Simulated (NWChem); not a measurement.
# C3H6O (SMILES CC1CO1): levels of theory compared

We compute a comparison of 6 runs (BLYP/def2-SVP, PBE/def2-SVP, SVWN5/def2-SVP, TPSS/def2-SVP, CCSD/def2-SVP, CCSD(T)/def2-SVP) of C3H6O. 

The results are computed with NWChem 7.3.0.

## 1. The structure to begin with

C3H6O: 10 atoms, total charge 0, spin state singlet. As SMILES, `CC1CO1`. The C2–H8 distance was set to 1.962 Å, away from the relaxed value. At this shape a bond of the SMILES string is far longer than usual.

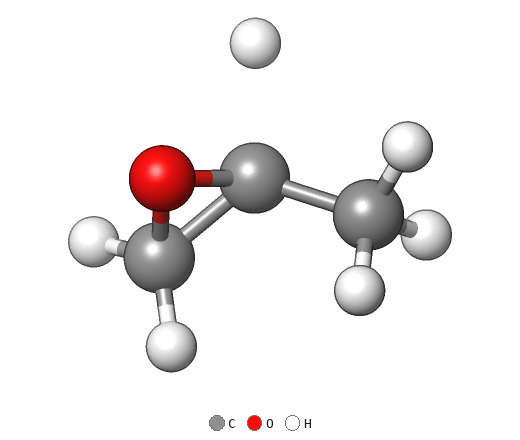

The structure, seen from a chosen angle (carbon grey, oxygen red, hydrogen white).

## 2. A single-point energy at BLYP/def2-SVP (run 1)

run.py

```python
from ase import Atoms
from ase.calculators.nwchem import NWChem

mol = Atoms('CCCOHHHHHH', positions=[
    [-0.624233, 0.478879, -1.401958],
    [-0.386233, -0.158121, -0.070358],
    [-1.381833, -0.126721, 0.995542],
    [-1.165633, -1.305021, 0.236442],
    [-1.693633, 0.538379, -1.611958],
    [-0.205933, 1.488579, -1.424658],
    [-0.150033, -0.100921, -2.197658],
    [1.492600, -0.328400, 0.468200],
    [-2.331333, 0.373479, 0.816642],
    [-1.069033, -0.178921, 2.035542],
])

calc = NWChem(
    label='mymol',
    theory='dft',
    memory='2200 mb',
    basis='def2-SVP',
    basispar='spherical bse',
    dft={'xc': 'becke88 lyp', 'mult': '1', 'grid': 'xfine', 'convergence': 'energy 1e-08', 'iterations': '100', 'mulliken': None},
    task='energy',
)
mol.calc = calc

print(f"energy = {mol.get_potential_energy():.6f} eV")
print("dipole (e A):", mol.get_dipole_moment().round(4))
```

Started as:

```bash
export ASE_NWCHEM_COMMAND="nwchem PREFIX.nwi > PREFIX.nwo"
python run.py
```

The log of the run:

```text
energy = -5245.606242 eV
dipole (e A): [-0.2387  0.3509 -0.0705]
```

The calculator wrote mymol.nwi:

```
title "mymol"

permanent_dir mymol

scratch_dir mymol

start mymol

geometry units angstrom nocenter noautosym noautoz
  C  -6.2423300000000004e-01 4.7887900000000000e-01 -1.4019580000000000e+00
  C  -3.8623299999999999e-01 -1.5812100000000001e-01 -7.0358000000000004e-02
  C  -1.3818330000000001e+00 -1.2672100000000000e-01 9.9554200000000004e-01
  O  -1.1656329999999999e+00 -1.3050210000000000e+00 2.3644200000000001e-01
  H  -1.6936329999999999e+00 5.3837900000000005e-01 -1.6119580000000000e+00
  H  -2.0593300000000000e-01 1.4885790000000001e+00 -1.4246580000000000e+00
  H  -1.5003300000000000e-01 -1.0092100000000000e-01 -2.1976580000000001e+00
  H  1.4925999999999999e+00 -3.2840000000000003e-01 4.6820000000000001e-01
  H  -2.3313329999999999e+00 3.7347900000000001e-01 8.1664199999999998e-01
  H  -1.0690329999999999e+00 -1.7892100000000000e-01 2.0355420000000000e+00
end

memory 2200 mb

basis spherical bse noprint
   * library def2-SVP
end

dft
  xc becke88 lyp
  mult 1
  grid xfine
  convergence energy 1e-08
  iterations 100
  mulliken
end

task dft energy
```

mymol.nwo:

```text
Northwest Computational Chemistry Package (NWChem) 7.3.0
             --------------------------------------------------------

           Job information
           ---------------

    nwchem branch   = 7.3.0
    use scalapack   = T
    input           = mymol.nwi
    prefix          = mymol.
    data base       = mymol/mymol.db
    status          = startup
    nproc           =        1

           Memory information
           ------------------

    heap     =     72089600 doubles =      550.0 Mbytes
    stack    =     72089597 doubles =      550.0 Mbytes
    global   =    144179200 doubles =     1100.0 Mbytes (distinct from heap & stack)
    total    =    288358397 doubles =     2200.0 Mbytes
    verify   = yes
    hardfail = no

[... 107 lines left out ...]
  convergence criterion.
[... 18 lines left out ...]
          Convergence on density requested:  1.00D-05
[... 21 lines left out ...]
          Convergence Information
[... 58 lines left out ...]
   convergence    iter        energy       DeltaE   RMS-Dens  Diis-err    time
[... 19 lines left out ...]
           Coulomb energy =      214.479288305985
[... 7 lines left out ...]
                       DFT Final Molecular Orbital Analysis
[... 631 lines left out ...]
 center of mass
 --------------
 x =  -1.67153066 y =  -0.54498910 z =  -0.12594359

 moments of inertia (a.u.)
 ------------------
         283.008382902587         -22.784677904752          48.345941236603
         -22.784677904752         243.926120548083          66.032023647509
          48.345941236603          66.032023647509         164.289075147360

     Multipole analysis of the density
     ---------------------------------

     L   x y z        total         alpha         beta         nuclear
     -   - - -        -----         -----         ----         -------
     0   0 0 0     -0.000000    -16.000000    -16.000000     32.000000

     1   1 0 0     -0.451068     25.886910     25.886910    -52.224889
[... 8 lines of this table left out ...]
     2   0 0 2    -17.179812    -66.983569    -66.983569    116.787327

 Task  times  cpu:       54.0s     wall:       54.0s
 Total times  cpu:       54.0s     wall:       54.0s
```

It took 55 s on 1 thread of Intel Xeon Platinum 8259CL at 2.50GHz (Skylake/Cascade Lake), shared host; peak memory 0.14 GiB.

## 3. The energy at PBE/def2-SVP (run 2)

job.xyz

```xyz
10
C3H6O
C     -0.624233     0.478879    -1.401958
C     -0.386233    -0.158121    -0.070358
C     -1.381833    -0.126721     0.995542
O     -1.165633    -1.305021     0.236442
H     -1.693633     0.538379    -1.611958
H     -0.205933     1.488579    -1.424658
H     -0.150033    -0.100921    -2.197658
H      1.492600    -0.328400     0.468200
H     -2.331333     0.373479     0.816642
H     -1.069033    -0.178921     2.035542
```

run.py

```python
from ase.io import read
from ase.calculators.nwchem import NWChem

molecule = read('job.xyz')

calc = NWChem(
    label='job',
    theory='dft',
    memory='2200 mb',
    basis='def2-SVP',
    basispar='spherical bse',
    dft={'xc': 'xpbe96 cpbe96', 'mult': '1', 'grid': 'xfine', 'convergence': 'energy 1e-08', 'iterations': '100', 'mulliken': None},
    task='energy',
)
molecule.calc = calc

print("Total energy (eV):", round(molecule.get_potential_energy(), 6))
print("dipole (e A):", molecule.get_dipole_moment().round(4))
```

Started as:

```bash
export ASE_NWCHEM_COMMAND="nwchem PREFIX.nwi > PREFIX.nwo"
python run.py
```

The log of the run:

```text
Total energy (eV): -5241.311329
dipole (e A): [-0.2223  0.3524 -0.0697]
```

The calculator wrote job.nwi:

```
title "job"

permanent_dir job

scratch_dir job

start job

geometry units angstrom nocenter noautosym noautoz
  C  -6.2423300000000004e-01 4.7887900000000000e-01 -1.4019580000000000e+00
  C  -3.8623299999999999e-01 -1.5812100000000001e-01 -7.0358000000000004e-02
  C  -1.3818330000000001e+00 -1.2672100000000000e-01 9.9554200000000004e-01
  O  -1.1656329999999999e+00 -1.3050210000000000e+00 2.3644200000000001e-01
  H  -1.6936329999999999e+00 5.3837900000000005e-01 -1.6119580000000000e+00
  H  -2.0593300000000000e-01 1.4885790000000001e+00 -1.4246580000000000e+00
  H  -1.5003300000000000e-01 -1.0092100000000000e-01 -2.1976580000000001e+00
  H  1.4925999999999999e+00 -3.2840000000000003e-01 4.6820000000000001e-01
  H  -2.3313329999999999e+00 3.7347900000000001e-01 8.1664199999999998e-01
  H  -1.0690329999999999e+00 -1.7892100000000000e-01 2.0355420000000000e+00
end

memory 2200 mb

basis spherical bse noprint
   * library def2-SVP
end

dft
  xc xpbe96 cpbe96
  mult 1
  grid xfine
  convergence energy 1e-08
  iterations 100
  mulliken
end

task dft energy
```

job.nwo:

```text
Northwest Computational Chemistry Package (NWChem) 7.3.0
             --------------------------------------------------------

           Job information
           ---------------

    nwchem branch   = 7.3.0
    use scalapack   = T
    input           = job.nwi
    prefix          = job.
    data base       = job/job.db
    status          = startup
    nproc           =        1

           Memory information
           ------------------

    heap     =     72089600 doubles =      550.0 Mbytes
    stack    =     72089597 doubles =      550.0 Mbytes
    global   =    144179200 doubles =     1100.0 Mbytes (distinct from heap & stack)
    total    =    288358397 doubles =     2200.0 Mbytes
    verify   = yes
    hardfail = no

[... 109 lines left out ...]
  convergence criterion.
[... 18 lines left out ...]
          Convergence on density requested:  1.00D-05
[... 22 lines left out ...]
          Convergence Information
[... 58 lines left out ...]
   convergence    iter        energy       DeltaE   RMS-Dens  Diis-err    time
[... 19 lines left out ...]
           Coulomb energy =      214.448611259818
[... 7 lines left out ...]
                       DFT Final Molecular Orbital Analysis
[... 631 lines left out ...]
 center of mass
 --------------
 x =  -1.67153066 y =  -0.54498910 z =  -0.12594359

 moments of inertia (a.u.)
 ------------------
         283.008382902587         -22.784677904752          48.345941236603
         -22.784677904752         243.926120548083          66.032023647509
          48.345941236603          66.032023647509         164.289075147360

     Multipole analysis of the density
     ---------------------------------

     L   x y z        total         alpha         beta         nuclear
     -   - - -        -----         -----         ----         -------
     0   0 0 0     -0.000000    -16.000000    -16.000000     32.000000

     1   1 0 0     -0.420099     25.902395     25.902395    -52.224889
[... 8 lines of this table left out ...]
     2   0 0 2    -17.041374    -66.914350    -66.914350    116.787327

 Task  times  cpu:       55.9s     wall:       55.9s
 Total times  cpu:       55.9s     wall:       55.9s
```

It took 57 s on 1 thread of Intel Xeon Platinum 8259CL at 2.50GHz (Skylake/Cascade Lake), shared host; peak memory 0.14 GiB.

## 4. A single-point energy at SVWN5/def2-SVP (run 3)

job.nw

```
start job
memory stack 880 mb heap 220 mb global 1100 mb
geometry units bohr noautosym nocenter noautoz
C  -1.17962941  0.90495016 -2.64931666
C  -0.72987459 -0.29880538 -0.13295735
C  -2.61128592 -0.23946798  1.88130173
O  -2.20272713 -2.46613228  0.44681062
H  -3.20050253  1.01738886 -3.04615914
H  -0.38915697  2.81300662 -2.69221344
H  -0.28352128 -0.19071305 -4.15297174
H   2.82060521 -0.62058606  0.88476977
H  -4.40558088  0.70577302  1.54322972
H  -2.02017959 -0.33811169  3.84661690
end
basis spherical bse
C library def2-SVP
O library def2-SVP
H library def2-SVP
end
dft
xc slater vwn_5
grid xfine
convergence energy 1e-08
maxiter 100
mulliken
end
task dft energy
```

Started as:

```bash
nwchem job.nw > job.out
```

The log of the run:

```text
[...]
          Wavefunction type:  closed shell.
          No. of atoms     :    10
          No. of electrons :    32
[...]
          Charge           :     0
          Spin multiplicity:     1
[...]
          AO basis - number of functions:    86
[...]
              XC Information
              --------------
                        Slater Exchange Functional  1.000 local
                      VWN V Correlation Functional  1.000 local
[...]
 d= 0,ls=0.0,diis     1   -191.1236087021 -3.14D+02  1.93D-02  9.24D-01     3.1
[...]
 d= 0,ls=0.0,diis    12   -191.2101802051 -3.01D-09  6.84D-07  1.11D-08    24.2
         Total DFT energy =     -191.210180205115
      One electron energy =     -503.044169126746
           Coulomb energy =      214.379452147258
    Exchange-Corr. energy =      -25.205363250950
 Nuclear repulsion energy =      122.659900025322
[...]
      Total Density - Mulliken Population Analysis
     ---------------------------------------------
    Atom       Charge   Shell Charges
 -----------   ------   -------------------------------------------------------
    1 C    6     6.07   1.98  0.90  0.10  2.18  0.88  0.02
    2 C    6     6.08   1.98  0.93  0.34  1.94  0.81  0.07
    3 C    6     5.96   1.98  0.91  0.18  2.13  0.71  0.06
    4 O    8     8.23   1.99  1.10  0.76  2.80  1.56  0.02
    5 H    1     0.94   0.71  0.21  0.02
    6 H    1     0.92   0.70  0.19  0.02
    7 H    1     0.91   0.70  0.19  0.02
    8 H    1     1.04   0.50  0.53  0.00
    9 H    1     0.94   0.72  0.20  0.02
   10 H    1     0.92   0.72  0.18  0.02
[...]
```

Wall time 25 s (1 thread of Intel Xeon Platinum 8259CL at 2.50GHz (Skylake/Cascade Lake), shared host); peak memory 0.14 GiB.

Runs 4 to 5 aren't shown in full; the table further down has their settings and results.

## 5. The energy at CCSD(T)/def2-SVP (run 6)

sp.nw

```
echo
start sp
title "C3H6O"
memory stack 880 mb heap 220 mb global 1100 mb

geometry noautosym nocenter noautoz
 C    -0.624233    0.478879   -1.401958
 C    -0.386233   -0.158121   -0.070358
 C    -1.381833   -0.126721    0.995542
 O    -1.165633   -1.305021    0.236442
 H    -1.693633    0.538379   -1.611958
 H    -0.205933    1.488579   -1.424658
 H    -0.150033   -0.100921   -2.197658
 H     1.492600   -0.328400    0.468200
 H    -2.331333    0.373479    0.816642
 H    -1.069033   -0.178921    2.035542
end

basis spherical bse
 * library def2-SVP
end

scf
 thresh 1e-08
 maxiter 80
end

ccsd
 freeze core 4
 maxiter 60
end

task ccsd(t) energy
```

Started as:

```bash
nwchem sp.nw > sp.out
```

The log of the run:

```text
[...]
  functions       =    86
[...]
  wavefunction    = RHF
[...]
         Total SCF energy =   -191.620936322665
      One-electron energy =   -502.476627023663
      Two-electron energy =    188.195781703356
 Nuclear repulsion energy =    122.659908997642
        Time for solution =     14.6s
[...]
 Total MP2 energy:           -192.242069662358432
[...]
             energy      energy      error      ampl     ampl      Block
                                                time     time      time
[...]
 Total CCSD energy:           -192.287426246821354
[...]
 Total CCSD+T(CCSD) energy:           -192.313645304173178
[...]
 Total CCSD(T) energy:                -192.312042520560112
[...]
```

Run time: 2.9 min. Hardware: 1 thread of Intel Xeon Platinum 8259CL at 2.50GHz (Skylake/Cascade Lake), shared host; peak memory 0.26 GiB.

## 6. Overview of the runs

| run | level | integration grid | iteration cap | energy (Eh) | dipole moment (D) | HOMO energy (eV) | LUMO energy (eV) | wall time |
| --- | --- | --- | --- | --- | --- | --- | --- | --- |
| 1 | BLYP/def2-SVP | xfine | 100 | -192.772475 | 2.07 | -5.89 | -2.31 | 55 s |
| 2 | PBE/def2-SVP | xfine | 100 | -192.614640 | 2.03 | -6.01 | -2.38 | 57 s |
| 3 | SVWN5/def2-SVP | xfine | 100 | -191.210180 | 1.99 | -6.07 | -2.44 | 25 s |
| 4 | TPSS/def2-SVP | xfine | 100 | -192.889867 | 2.15 | -6.16 | -2.33 | 77 s |
| 5 | CCSD/def2-SVP | – | 80 | -192.287426 | – | – | – | 2.3 min |
| 6 | CCSD(T)/def2-SVP | – | 80 | -192.312043 | – | -10.04 | 2.06 | 2.9 min |

## 7. Outcome

| quantity | value |
| --- | --- |
| run 6: total energy | -192.31204 Eh |
| run 6: HOMO energy (Hartree–Fock orbitals) | -10.04 eV |
| run 6: LUMO energy (Hartree–Fock orbitals) | 2.06 eV |
| run 6: HOMO–LUMO gap (Hartree–Fock orbitals) | 12.09 eV |
| run 6: correlation energy (4 core orbitals frozen) | -691.1 mEh |
| run 6: (T) correction | -24.62 mEh |

In words: Over runs 1, 2, 3, 4 the dipole moment (its size) runs from 1.99 D (SVWN5/def2-SVP) to 2.15 D (TPSS/def2-SVP). Over runs 1, 2, 3, 4 the HOMO–LUMO gap runs from 3.58 eV (BLYP/def2-SVP) to 3.84 eV (TPSS/def2-SVP). Totals of different functionals can't be ranked against each other. In runs 1, 2, 3, 4, 5, 6 a closed-shell determinant meets a far-stretched bond, which it describes badly. All runs together took 8.8 min, the longest 2.9 min.
